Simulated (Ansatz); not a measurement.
# AsGaH5N: a ladder of functionals and wavefunction methods, part 2 of 2

Ansatz 0.2.0, Gaussian basis; functionals in def2-TZVPP, the program's frozen cores in correlated methods.

### Step 15. LC-ωPBE (range-separated)

in.yaml

```yaml
crystal:
  periodic: [false, false, false]
  atoms:
    - {symbol: N, position_ang: [-0.403315, 1.508045, -0.762341]}
    - {symbol: As, position_ang: [-1.237525, 0.095686, 0.135621]}
    - {symbol: Ga, position_ang: [0.608429, -1.420875, 0.495852]}
    - {symbol: H, position_ang: [0.579343, 1.357923, -0.947372]}
    - {symbol: H, position_ang: [-0.870204, 1.657014, -1.646894]}
    - {symbol: H, position_ang: [-1.070201, 0.637589, 1.556719]}
    - {symbol: H, position_ang: [1.881879, -1.294909, -0.424528]}
    - {symbol: H, position_ang: [0.511594, -2.540473, 1.592954]}
basis:
  gaussian: {orbitals: def2-TZVPP}
hamiltonian: {xc: {name: LC-wPBE}}
output: {orbitals: {seedname: orbitals}}
```

Started as:

```bash
$ ansatz run in.yaml --threads 4 --pin off --events-out ev --progress --plain --max-ram 10444MiB
```

What it wrote, cut to the lines that bear on the results:

```text
Functional definition: LC-wPBE
  name "LC-wPBE"
  cite "Vydrov & Scuseria, J. Chem. Phys. 125, 234109 (2006) doi:10.1063/1.2409292"
  cite "Heyd & Scuseria, J. Chem. Phys. 120, 7274 (2004) doi:10.1063/1.1668634"
  cite "Ernzerhof & Perdew, J. Chem. Phys. 109, 3313 (1998) doi:10.1063/1.476928"
  cite "Perdew, Burke & Ernzerhof, Phys. Rev. Lett. 77, 3865 (1996) doi:10.1103/PhysRevLett.77.3865"
  parent pbe
[...]
1191 factors; their error is unknown
354 factors; integrals over basis functions are off by at most 1.8e-5 eV
[...]
mean field -114775.41886650 eV, -4217.9188457709 hartree, gradient 7.7e-5 eV, S^2 0.000000; 0 other end points of the search recorded, 0 dependent functions left out
reference -114775.41886651 eV, -4217.9188457712 hartree; 38, 38 occupied and 159, 159 virtual orbitals, 1191 factors
Total energy: -114775.41886651 eV, -4217.9188457712 hartree
```

Wall time 2 s (4 threads of Arm Neoverse V1, shared host).

Atomisation energy: 485.3 kcal/mol (free atoms -114754.375 eV, run apart). HOMO -9.32 eV, LUMO 0.20 eV.

### Step 16. ωB97X-V (range-separated)

Changes to in.yaml since step 15:

```diff
@@ -13,3 +13,3 @@
   gaussian: {orbitals: def2-TZVPP}
-hamiltonian: {xc: {name: LC-wPBE}}
+hamiltonian: {xc: {name: wB97X-V}}
 output: {orbitals: {seedname: orbitals}}
```

Launched as before.

What it wrote, cut to the lines that bear on the results:

```text
Functional definition: wB97X-V
  name "wB97X-V"
  cite "Mardirossian & Head-Gordon, Phys. Chem. Chem. Phys. 16, 9904 (2014) doi:10.1039/C3CP54374A"
  cite "Becke, J. Chem. Phys. 107, 8554 (1997) doi:10.1063/1.475007"
  cite "Vydrov & Van Voorhis, J. Chem. Phys. 133, 244103 (2010) doi:10.1063/1.3521275"
[...]
      + integral(e_c_pw_opposite_spin*poly(b97_u_opposite, cos0, cos1)) + vv10(b, c)
1262 factors; their error is unknown
277 factors; integrals over basis functions are off by at most 6.4e-6 eV
[...]
mean field -114780.36480623 eV, -4218.1006057033 hartree, gradient 1.4e-5 eV, S^2 0.000000; 0 other end points of the search recorded, 0 dependent functions left out
reference -114780.36480422 eV, -4218.1006056295 hartree; 38, 38 occupied and 159, 159 virtual orbitals, 1262 factors
Total energy: -114780.36480422 eV, -4218.1006056295 hartree
```

It took 7 s on 4 threads of Arm Neoverse V1, shared host; peak memory 0.69 GiB.

With the free atoms at this level, -114758.698 eV in sum, the atomisation energy is 499.7 kcal/mol. HOMO -9.00 eV, LUMO 0.06 eV.

### Step 17. ωB97M-V (range-separated)

Changes to in.yaml since step 16:

```diff
@@ -13,3 +13,3 @@
   gaussian: {orbitals: def2-TZVPP}
-hamiltonian: {xc: {name: wB97X-V}}
-output: {orbitals: {seedname: orbitals}}
+hamiltonian: {xc: {name: wB97M-V}}
+output: {forces: true, orbitals: {seedname: orbitals}}
```

Launched as before.

What it wrote, cut to the lines that bear on the results:

```text
Functional definition: wB97M-V
  name "wB97M-V"
  cite "Mardirossian & Head-Gordon, J. Chem. Phys. 144, 214110 (2016) doi:10.1063/1.4952647"
  cite "Becke, J. Chem. Phys. 107, 8554 (1997) doi:10.1063/1.475007"
  cite "Vydrov & Van Voorhis, J. Chem. Phys. 133, 244103 (2010) doi:10.1063/1.3521275"
  # Of w^i u^j: cxij and so on, Table III.
[...]
  gx(w, u) = 1 - cx + cx01*u + cx10*w
  gss(w, u) = css00 + css04*u^4 + css10*w + css20*w^2 + css43*w^4*u^3
  gos(w, u) = cos00 + cos10*w + (cos20 + cos21*u)*w^2 + (cos60 + cos61*u)*w^6
[...]
      + integral(e_c_pw_mod_opposite_spin*gos(b97_w_opposite, b97_u_opposite)) + vv10(b, c)
1257 factors; their error is unknown
277 factors; integrals over basis functions are off by at most 6.4e-6 eV
[...]
mean field -114784.11369138 eV, -4218.2383746916 hartree, gradient 2.3e-5 eV, S^2 0.000000; 0 other end points of the search recorded, 0 dependent functions left out
[...]
reference -114784.11374018 eV, -4218.2383764851 hartree; 38, 38 occupied and 159, 159 virtual orbitals, 1257 factors
Total energy: -114784.11374018 eV, -4218.2383764851 hartree
Atom 0 at    -0.403315     1.508045    -0.762341 Å, force     0.050752    -0.036637    -0.058663 eV/Å
Atom 1 at    -1.237525     0.095686     0.135621 Å, force     0.022444    -0.042289     0.157550 eV/Å
Atom 2 at     0.608429    -1.420875     0.495852 Å, force     0.035183    -0.025741    -0.015164 eV/Å
Atom 3 at     0.579343     1.357923    -0.947372 Å, force    -0.050924     0.030859    -0.007411 eV/Å
Atom 4 at    -0.870204     1.657014    -1.646894 Å, force     0.044357     0.011992     0.038566 eV/Å
Atom 5 at    -1.070201     0.637589     1.556719 Å, force    -0.003474    -0.038902    -0.105808 eV/Å
Atom 6 at     1.881879    -1.294909    -0.424528 Å, force    -0.109168    -0.005379     0.091205 eV/Å
Atom 7 at     0.511594    -2.540473     1.592954 Å, force     0.010829     0.106097    -0.100275 eV/Å
Dipole moment:     0.125587    -0.119455    -0.174920 e Å
```

It took 10 s on 4 threads of Arm Neoverse V1, shared host; peak memory 0.73 GiB.

Atomisation energy: 491.7 kcal/mol (free atoms -114762.791 eV, run apart). HOMO -8.85 eV, LUMO -0.14 eV.

### Step 18. B2PLYP (double hybrid)

Changes to in.yaml since step 17:

```diff
@@ -13,3 +13,2 @@
   gaussian: {orbitals: def2-TZVPP}
-hamiltonian: {xc: {name: wB97M-V}}
-output: {forces: true, orbitals: {seedname: orbitals}}
+hamiltonian: {xc: {name: B2PLYP}}
```

Launched as before.

What it wrote, cut to the lines that bear on the results:

```text
Functional definition: B2PLYP
  name "B2PLYP"
  cite "Grimme, J. Chem. Phys. 124, 034108 (2006) doi:10.1063/1.2148954"
  cite "Becke, Phys. Rev. A 38, 3098 (1988) doi:10.1103/PhysRevA.38.3098"
  cite "Lee, Yang & Parr, Phys. Rev. B 37, 785 (1988) doi:10.1103/PhysRevB.37.785"
[...]
1214 factors; integrals over basis functions are off by at most 1.1e-3 eV
[...]
mean field -114763.44984886 eV, -4217.4789924853 hartree, gradient 8.2e-6 eV, S^2 0.000000; 0 other end points of the search recorded, 0 dependent functions left out
19 core orbitals not correlated: weight in the atoms' cores, before any rotation towards them, 1.000 or more for the frozen orbitals, at most 0.000 for the correlated occupied ones
reference -114763.45001646 eV, -4217.4789986446 hartree; 19, 19 occupied and 159, 159 virtual orbitals, 1214 factors
second order -23.98778779 eV of doubles, -0.00000000 eV of singles
Total energy: -114769.92671916 eV, -4217.7170130789 hartree
```

Wall time 4 s (4 threads of Arm Neoverse V1, shared host); peak memory 0.47 GiB.

Atomisation energy: 485.1 kcal/mol (free atoms -114748.892 eV, run apart).

### Step 19. PBE-QIDH (double hybrid)

Changes to in.yaml since step 18:

```diff
@@ -13,2 +13,2 @@
   gaussian: {orbitals: def2-TZVPP}
-hamiltonian: {xc: {name: B2PLYP}}
+hamiltonian: {xc: {name: PBE-QIDH}}
```

Launched as before.

What it wrote, cut to the lines that bear on the results:

```text
Functional definition: PBE-QIDH
  name "PBE-QIDH"
  cite "Brémond, Sancho-García, Pérez-Jiménez & Adamo, J. Chem. Phys. 141, 031101 (2014) doi:10.1063/1.4890314"
  cite "Perdew, Burke & Ernzerhof, Phys. Rev. Lett. 77, 3865 (1996) doi:10.1103/PhysRevLett.77.3865"
[...]
1214 factors; integrals over basis functions are off by at most 1.1e-3 eV
[...]
mean field -114749.63957741 eV, -4216.9714743706 hartree, gradient 1.9e-6 eV, S^2 0.000000; 0 other end points of the search recorded, 0 dependent functions left out
19 core orbitals not correlated: weight in the atoms' cores, before any rotation towards them, 1.000 or more for the frozen orbitals, at most 0.000 for the correlated occupied ones
reference -114749.63959007 eV, -4216.9714748357 hartree; 19, 19 occupied and 159, 159 virtual orbitals, 1214 factors
second order -22.18464626 eV of doubles, -0.00000000 eV of singles
Total energy: -114757.03447216 eV, -4217.2432317400 hartree
```

It took 4.5 s on 4 threads of Arm Neoverse V1, shared host; peak memory 0.46 GiB.

Atomisation energy: 482.2 kcal/mol (free atoms -114736.125 eV, run apart).

### Step 20. Orbital energies across the functionals

Dipoles come from the runs that computed forces. Levels, from each run's orbital file:

| functional | HOMO (eV) | LUMO (eV) | gap (eV) | dipole (D) |
| --- | --- | --- | --- | --- |
| LDA (SPW92) | -5.88 | -2.84 | 3.05 |  |
| PBE-D4 | -5.76 | -2.58 | 3.17 | 1.07 |
| revPBE-D4 | -5.71 | -2.47 | 3.24 |  |
| BLYP-D4 | -5.62 | -2.52 | 3.10 |  |
| r2SCAN-D4 | -6.03 | -2.36 | 3.67 | 1.12 |
| B97M-V | -6.10 | -2.55 | 3.54 |  |
| PBE0-D4 | -6.84 | -1.83 | 5.01 |  |
| B3LYP-D4 | -6.64 | -2.08 | 4.56 | 1.11 |
| r2SCANh-D4 | -6.43 | -2.09 | 4.34 |  |
| r2SCAN0-D4 | -7.00 | -1.70 | 5.30 |  |
| HSE06-D4 | -6.45 | -2.19 | 4.26 |  |
| BHLYP-D4 | -7.71 | -1.09 | 6.62 |  |
| CAM-B3LYP-D4 | -8.05 | -0.94 | 7.10 |  |
| LC-ωPBE | -9.32 | 0.20 | 9.52 |  |
| ωB97X-V | -9.00 | 0.06 | 9.06 |  |
| ωB97M-V | -8.85 | -0.14 | 8.72 | 1.18 |

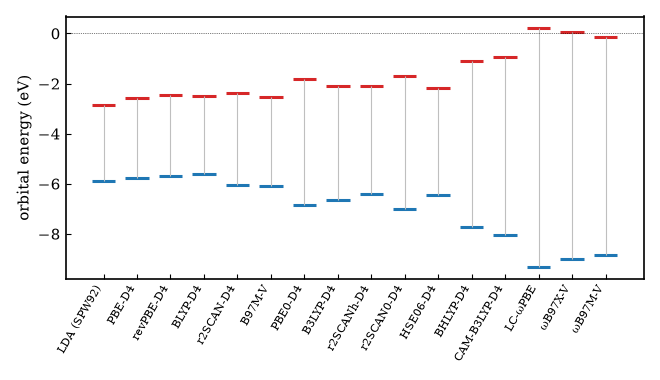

Highest occupied (blue) and lowest empty (red) level by functional.

### Step 21. CCSD(T) in def2-SVP

Changes to in.yaml since step 19:

```diff
@@ -12,3 +12,3 @@
 basis:
-  gaussian: {orbitals: def2-TZVPP}
-hamiltonian: {xc: {name: PBE-QIDH}}
+  gaussian: {orbitals: def2-SVP}
+correlation: {method: ccsd_t}
```

Launched as before.

What it wrote, cut to the lines that bear on the results:

```text
Functional definition: HF
  name "HF"
  cite "Fock, Z. Phys. 61, 126 (1930) doi:10.1007/BF01340294"
  parent pbe
[...]
1040 factors; integrals over basis functions are off by at most 1.3e-3 eV
[...]
mean field -114674.80207721 eV, -4214.2212469650 hartree, gradient 2.4e-6 eV, S^2 0.000000; 0 other end points of the search recorded, 0 dependent functions left out
19 core orbitals not correlated: weight in the atoms' cores, before any rotation towards them, 1.000 or more for the frozen orbitals, at most 0.000 for the correlated occupied ones
reference -114674.80207721 eV, -4214.2212469650 hartree; 19, 19 occupied and 65, 65 virtual orbitals, 1040 factors
second order -17.02691055 eV of doubles, -0.00000000 eV of singles
cycle   1  -16.83636924 eV  change    1.9e-1 eV  update   1.1e-1
[...]
cycle  10  -17.51951607 eV  change    1.1e-5 eV  update   2.1e-5
perturbative correction -0.53060850 eV, -0.0194995025 hartree
Total energy: -114692.85220178 eV, -4214.8845768080 hartree
```

It took 5 s on 4 threads of Arm Neoverse V1, shared host; peak memory 0.43 GiB.

### Step 22. CCSD(T) in def2-TZVPP

Changes to in.yaml since step 21:

```diff
@@ -12,3 +12,4 @@
 basis:
-  gaussian: {orbitals: def2-SVP}
+  gaussian: {orbitals: def2-TZVPP}
 correlation: {method: ccsd_t}
+output: {orbitals: {seedname: orbitals}}
```

Launched as before.

What it wrote, cut to the lines that bear on the results:

```text
Functional definition: HF
  name "HF"
  cite "Fock, Z. Phys. 61, 126 (1930) doi:10.1007/BF01340294"
  parent pbe
[...]
1214 factors; integrals over basis functions are off by at most 1.1e-3 eV
[...]
mean field -114691.16270647 eV, -4214.8224890005 hartree, gradient 1.3e-6 eV, S^2 0.000000; 0 other end points of the search recorded, 0 dependent functions left out
19 core orbitals not correlated: weight in the atoms' cores, before any rotation towards them, 1.000 or more for the frozen orbitals, at most 0.000 for the correlated occupied ones
reference -114691.16270647 eV, -4214.8224890005 hartree; 19, 19 occupied and 159, 159 virtual orbitals, 1214 factors
second order -19.63629519 eV of doubles, -0.00000000 eV of singles
cycle   1  -19.40202268 eV  change    2.3e-1 eV  update   1.1e-1
[...]
cycle  10  -20.15722054 eV  change    1.0e-5 eV  update   2.4e-5
perturbative correction -0.79107427 eV, -0.0290714434 hartree
Total energy: -114712.11100128 eV, -4215.5923246355 hartree
```

Wall time 81 s (4 threads of Arm Neoverse V1, shared host); peak memory 2.4 GiB.

### Step 23. MP2 in def2-QZVPP

Changes to in.yaml since step 22:

```diff
@@ -12,4 +12,3 @@
 basis:
-  gaussian: {orbitals: def2-TZVPP}
-correlation: {method: ccsd_t}
-output: {orbitals: {seedname: orbitals}}
+  gaussian: {orbitals: "def2-QZVPP.json"}
+correlation: {method: mp2}
```

Launched as before.

What it wrote:

```text
Functional definition: HF
  name "HF"
  cite "Fock, Z. Phys. 61, 126 (1930) doi:10.1007/BF01340294"
  parent pbe
  exchange = exact_x
  correlation = 0
2404 factors; integrals over basis functions are off by at most 1.1e-3 eV
mean field evaluation 1: about -114690.7411 eV, gradient 3.4e1 eV
mean field evaluation 2: about -114690.8382 eV, gradient 3.4e1 eV
mean field evaluation 4: about -114693.5300 eV, gradient 3.4e0 eV
mean field evaluation 8: about -114693.5790 eV, gradient 3.8e-1 eV
mean field -114693.57958764 eV, -4214.9113077454 hartree, gradient 5.5e-6 eV, S^2 0.000000; 0 other end points of the search recorded, 0 dependent functions left out
19 core orbitals not correlated: weight in the atoms' cores, before any rotation towards them, 1.000 or more for the frozen orbitals, at most 0.000 for the correlated occupied ones
reference -114693.57958764 eV, -4214.9113077454 hartree; 19, 19 occupied and 347, 347 virtual orbitals, 2404 factors
second order -34.49218407 eV of doubles, -0.00000000 eV of singles
Total energy: -114728.07177172 eV, -4216.1788721305 hartree
```

Run time: 18 s. Hardware: 4 threads of Arm Neoverse V1, shared host; peak memory 1.8 GiB.

Energy pieces by basis (eV):

| basis | HF | MP2 correlation | CCSD correlation | (T) | total |
| --- | --- | --- | --- | --- | --- |
| def2-SVP | -114674.8021 | -17.0269 | -17.5195 | -0.5306 | -114692.8522 |
| def2-TZVPP | -114691.1627 | -19.6363 | -20.1572 | -0.7911 | -114712.1110 |
| def2-QZVPP | -114693.5796 | -34.4922 |  |  | -114728.0718 (MP2) |

The report of the def2-TZVPP run gives T1 = 0.0125.

### Step 24. Extrapolating to the complete basis

This step is arithmetic on the last runs, with X = 3 and 4: exp(−7.88√X) for Hartree-Fock, X^−2.97 for correlation; only MP2 was run in the larger set, so CCSD(T) minus MP2 is added from the smaller one.

| level | energy at the limit (eV) |
| --- | --- |
| HF | -114693.9125 |
| MP2 | -114739.4090 |
| CCSD | -114739.9299 |
| CCSD(T) | -114740.7210 |

This is no true limit for total energies: MP2 correlation changes by a factor of 1.76 from triple to quadruple zeta (about 1.07 in light molecules), because outer-core shells are correlated in sets not made for them. Much of that cancels between molecule and atoms or ions.

### Step 25. RPA on PBE orbitals

Changes to in.yaml since step 23:

```diff
@@ -12,3 +12,4 @@
 basis:
-  gaussian: {orbitals: "def2-QZVPP.json"}
-correlation: {method: mp2}
+  gaussian: {orbitals: def2-TZVPP}
+hamiltonian: {xc: pbe}
+correlation: {method: rpa}
```

The command is unchanged.

What it wrote, cut to the lines that bear on the results:

```text
Functional definition: PBE
  name "PBE"
  cite "Perdew, Burke & Ernzerhof, Phys. Rev. Lett. 77, 3865 (1996) doi:10.1103/PhysRevLett.77.3865"
  parent pbe
[...]
1214 factors; integrals over basis functions are off by at most 1.1e-3 eV
[...]
mean field -114772.24584434 eV, -4217.8022393573 hartree, gradient 2.7e-6 eV, S^2 0.000000; 0 other end points of the search recorded, 0 dependent functions left out
19 core orbitals not correlated: weight in the atoms' cores, before any rotation towards them, 1.000 or more for the frozen orbitals, at most 0.000 for the correlated occupied ones
reference -114689.38589774 eV, -4214.7571924842 hartree; 19, 19 occupied and 159, 159 virtual orbitals, 1214 factors
Total energy: -114720.62696065 eV, -4215.9052803699 hartree
```

Run time: 3.5 s. Hardware: 4 threads of Arm Neoverse V1, shared host.

RPA correlation: -31.241 eV. No RPA run of the hydrogen atom was made, so RPA has no atomisation energy below.

### Step 26. All levels against the reference

Free atoms (1 N, 1 As, 1 Ga, 5 H) were run apart at each level; the atomisation energy is their sum less the molecule, without zero-point or spin-orbit terms.

Differences are taken before rounding.

| method | rung | atoms, summed (eV) | atomisation energy (kcal/mol) | from CCSD(T)/CBS (kcal/mol) | time |
| --- | --- | --- | --- | --- | --- |
| LDA (SPW92) | LDA | -114581.495 | 571.1 | +78.1 | 0.95 s |
| PBE-D4 | GGA | -114750.841 | 497.5 | +4.5 | 1.9 s |
| revPBE-D4 | GGA | -114761.643 | 485.0 | -8.0 | 1.6 s |
| BLYP-D4 | GGA | -114772.751 | 494.5 | +1.4 | 1.6 s |
| r2SCAN-D4 | meta-GGA | -114768.639 | 491.3 | -1.8 | 3.9 s |
| B97M-V | meta-GGA | -114748.287 | 497.4 | +4.4 | 7.5 s |
| PBE0-D4 | hybrid | -114754.229 | 487.2 | -5.8 | 2.4 s |
| B3LYP-D4 | hybrid | -114772.854 | 494.4 | +1.4 | 3.7 s |
| r2SCANh-D4 | hybrid | -114768.266 | 487.3 | -5.7 | 4.3 s |
| r2SCAN0-D4 | hybrid | -114767.736 | 481.9 | -11.2 | 4.4 s |
| HSE06-D4 | hybrid | -114754.168 | 487.2 | -5.9 | 2.9 s |
| BHLYP-D4 | hybrid | -114768.633 | 478.8 | -14.3 | 2.6 s |
| CAM-B3LYP-D4 | range-separated | -114775.782 | 495.6 | +2.5 | 3.1 s |
| LC-ωPBE | range-separated | -114754.375 | 485.3 | -7.8 | 2 s |
| ωB97X-V | range-separated | -114758.698 | 499.7 | +6.6 | 7 s |
| ωB97M-V | range-separated | -114762.791 | 491.7 | -1.3 | 10 s |
| B2PLYP | double hybrid | -114748.892 | 485.1 | -8.0 | 4 s |
| PBE-QIDH | double hybrid | -114736.125 | 482.2 | -10.9 | 4.5 s |
| HF/def2-TZVPP | wavefunction | -114677.474 | 315.7 | -177.4 |  |
| MP2/def2-TZVPP | wavefunction | -114690.200 | 475.0 | -18.0 |  |
| CCSD/def2-TZVPP | wavefunction | -114690.902 | 470.9 | -22.2 |  |
| CCSD(T)/def2-SVP | wavefunction | -114673.563 | 444.8 | -48.2 | 5 s |
| CCSD(T)/def2-TZVPP | wavefunction | -114691.337 | 479.1 | -14.0 | 81 s |
| MP2/CBS | wavefunction | -114718.204 | 489.0 | -4.0 |  |
| CCSD(T)/CBS | wavefunction | -114719.341 | 493.0 | 0 | 99 s |

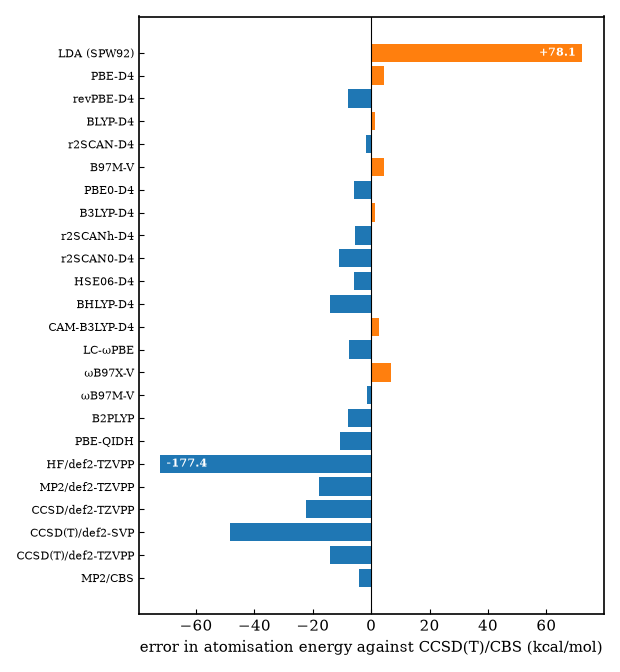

How far each level lands from CCSD(T)/CBS. Bars with a number in them are cut short.

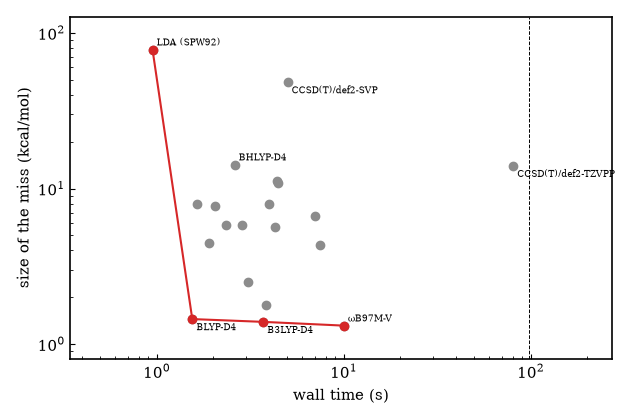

Miss against cost. Red marks the levels that no quicker level drawn beats (of those quicker than the yardstick), and the dashed line is the time of CCSD(T)/CBS. Only those levels and the largest misses are named. Times are from a shared host.

LDA (SPW92), LC-ωPBE, B2PLYP, PBE-QIDH carry no dispersion term (for B3LYP, D4 adds 6.4 kcal/mol).

Times are those of the molecule's run; HF, MP2 and CCSD come out of the CCSD(T) runs, and the limit's time is the sum of the runs that it needs.

### Step 27. What came out

This closing draws on all 2 parts.

| quantity | value |
| --- | --- |
| atomisation energy, CCSD(T)/CBS | 493.0 kcal/mol |
| functionals within 4.9 kcal/mol (1.0 %) | PBE-D4, BLYP-D4, r2SCAN-D4, B97M-V, B3LYP-D4, CAM-B3LYP-D4, ωB97M-V |
| farthest beyond LDA | BHLYP-D4 (-14.3 kcal/mol) |
| mean size of error, GGA | 4.6 kcal/mol |
| mean size of error, meta-GGA | 3.1 kcal/mol |
| mean size of error, hybrid | 7.4 kcal/mol |
| mean size of error, range-separated | 4.6 kcal/mol |
| mean size of error, double hybrid | 9.4 kcal/mol |
| gap, smallest and largest | 3.05 eV (LDA (SPW92)), 9.52 eV (LC-ωPBE) |
| T1 diagnostic | 0.0125 |
| triples share of the correlation energy | 3.8 % |

The LDA atomisation energy is off by 78.1 kcal/mol (16 %): it overbinds. PBE-D4 misses by +4.5 kcal/mol. Double hybrids carry the basis error of their MP2 part in triple zeta, and no dispersion term here, so their miss is partly the set-up's. The rungs meta-GGA, range-separated, GGA miss on average by less than the doubt on the reference (4.9 kcal/mol), so they tie. Misses under about 4.9 kcal/mol are within the doubt on the reference itself, which lacks core-valence correlation, relativity and higher excitations, and its outer-core shells are covered unevenly. Hartree-Fock recovers 64 % of the binding; the rest is correlation. CCSD(T) in def2-SVP is off by -48.2 kcal/mol, worse than the median functional, from the basis alone. The gap grows from 3.0 to 9.5 eV across the functionals, mostly with the share of exact exchange. Correlated methods include outer-core shells of As, Ga, which these sets cover unevenly.

For cost: ωB97M-V gets within 1.3 kcal/mol in 10 s, where CCSD(T)/CBS took 99 s; the quickest level in the cost chart, LDA (SPW92), takes 0.95 s and misses by 78.1 kcal/mol.
